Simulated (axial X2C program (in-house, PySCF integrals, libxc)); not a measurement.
## SiC: relativistic diatomic calculation

SiC, single determinant with Ω = 2. Computed at this level: PBE0, two-component X2C with atomic mean-field Coulomb and Gaunt terms, Si dyall-v3z, C dyall-v3z (cores contracted) (axial X2C program (in-house, PySCF integrals, libxc)).

## The input
```
{"zs": [14, 6], "q": 0, "bas": ["dyall-v3z", "dyall-v3z"], "levels": ["PBE0", "HF", "BP86"], "cc": true, "r0": 1.74, "thr": -2.0, "nmax": 90, "npts": 10, "nst": 2, "ntry": 6}
```

The line is the task of a batch: nuclear charges, charge, bases, the levels to run, a first guess of the distance and further settings. This report covers PBE0 with spin-orbit coupling. The log is that of the reference distance 1.723 Å.

Launched within a batch (the task file carries these settings):
```bash
python <driver script> task.json out
```

## The program's output
```
two-component X2C + atomic mean field  PBE0
basis functions 88  fitting functions 555  grid points 4356
iter        total energy     max residual
   1       -327.498337401     9.80e-01
   2       -327.809012985     1.19e-02
   3       -327.807901480     1.60e-02
   4       -327.809417204     6.13e-03
   5       -327.809729986     3.35e-04
   6       -327.809731442     1.16e-04
   7       -327.809731684     6.63e-05
   8       -327.809731878     3.21e-05
   9       -327.809731966     1.16e-05
  10       -327.809731973     3.63e-06
  11       -327.809731973     6.34e-07
converged
one-electron -503.57742196  Coulomb 176.04725619  exact exchange -6.35715995  xc functional -19.68254475  nuclear repulsion 25.79854075  atomic mean-field constant -0.03840226
```

## The points of the curve

| R (Å) | E (hartree) | dipole (D; origin at the first atom, positive when the second is positive) | highest filled (eV) | lowest empty (eV) |
| --- | --- | --- | --- | --- |
| 1.499 | −327.770851 | −1.10 | −7.17 | −4.78 |
| 1.568 | −327.793643 | −1.26 | −6.93 | −4.62 |
| 1.620 | −327.803448 | −1.38 | −6.77 | −4.51 |
| 1.671 | −327.808458 | −1.49 | −6.62 | −4.42 |
| 1.723 | −327.809732 | −1.59 | −6.48 | −4.33 |
| 1.783 | −327.807659 | −1.69 | −6.33 | −4.25 |
| 1.844 | −327.802832 | −1.77 | −6.21 | −4.17 |
| 1.921 | −327.794043 | −1.85 | −6.07 | −4.10 |
| 2.016 | −327.781284 | −1.95 | −5.98 | −4.04 |
| 2.154 | −327.761774 | −2.14 | −5.94 | −3.99 |

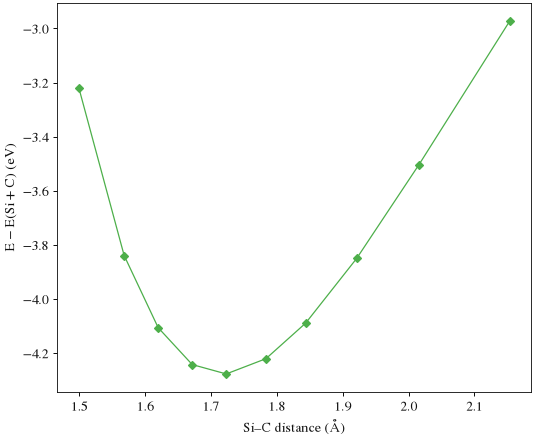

Fig. 1: Energy at 10 bond lengths, for one set of occupations held fixed; the line joins the points. A polynomial of degree 6 through 9 points gives rₑ = 1.718 Å, ωₑ = 982.5 cm⁻¹, ωₑxₑ = 7.4 cm⁻¹ and Bₑ = 0.6803 cm⁻¹. The minimum lies 4.28 eV below Si + C, each computed as one determinant at the same level.

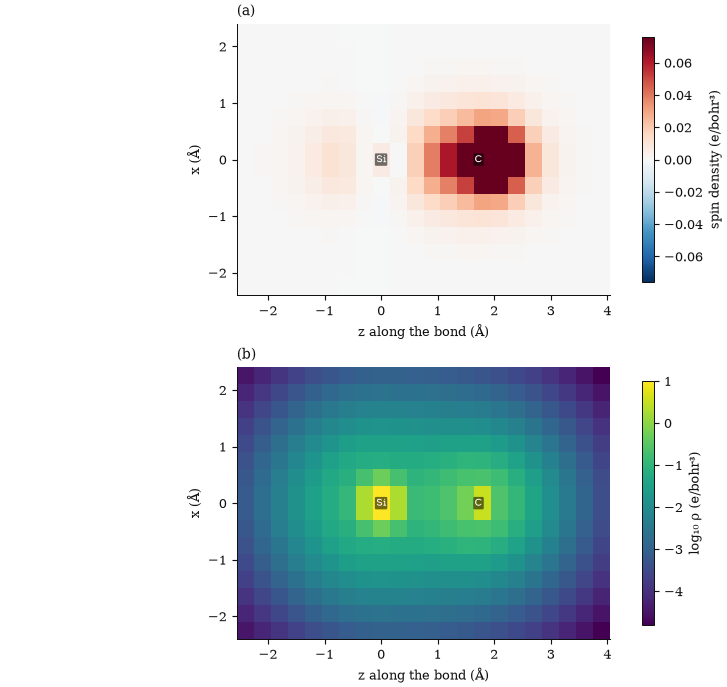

Fig. 2: (a) spin density; (b) electron density on a logarithmic scale, in a plane that holds the axis, at 1.72 Å, on points 0.3 Å apart (one half computed, the other mirrored); the structure near the nuclei is finer than these points.

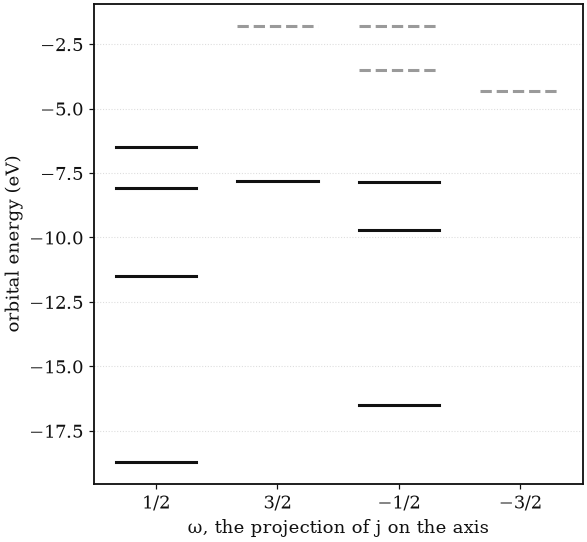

Fig. 3: Orbital energies near the frontier at 1.72 Å, filled (solid) and empty (dashed). The highest filled spinor (1/2; 50 % Si p, 46 % C p) lies at −6.48 eV, the lowest empty one (−3/2; 55 % Si p, 42 % C p) at −4.33 eV.

## Key numbers

- outcome: converged
- bond length rₑ: 1.718 Å
- ωₑ: 982.5 cm⁻¹
- energy at the minimum: −327.80975 hartree
- depth below the fragments: 4.28 eV
- hardware: 1 thread of Intel Xeon (Granite Rapids), 96 GiB of memory available, shared host
- wall time: 1.6 s
- peak memory: 0.45 GiB
